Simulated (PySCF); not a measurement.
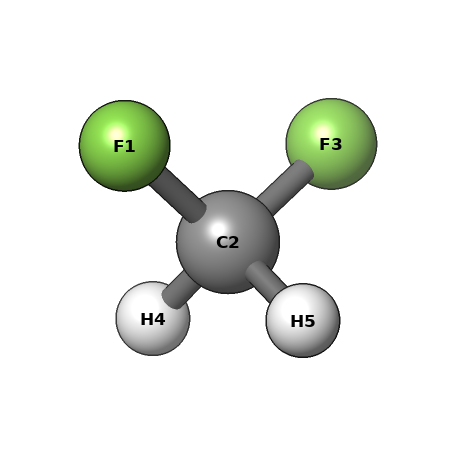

The geometry was computed by an optimisation with PBE0-D3(BJ)/def2-SVP. No frequency run is at hand to confirm it as a minimum. Level of theory: B3LYP/pcJ-1 indirect spin-spin coupling, non-relativistic, gas phase (PySCF 2.14.0). Isotopes: 13C, 19F, 1H.

Give the spin–spin coupling constants of these pairs, with the number of bonds between them: F1/C2, C2/H4, C2/F3, C2/H5, F1/H4, F1/H5, F3/H5, F3/H4, H4/H5.

```csv
pair,bonds apart,J (Hz)
"F1, C2",1,−308.4
"C2, H4",1,183.8
"C2, F3",1,−308.5
"C2, H5",1,183.8
"F1, H4",2,57.1
"F1, H5",2,57.1
"F3, H5",2,57.2
"F3, H4",2,57.1
"H4, H5",2,1.6
```

Density functionals are unreliable for couplings to fluorine, so those rows may be far off.
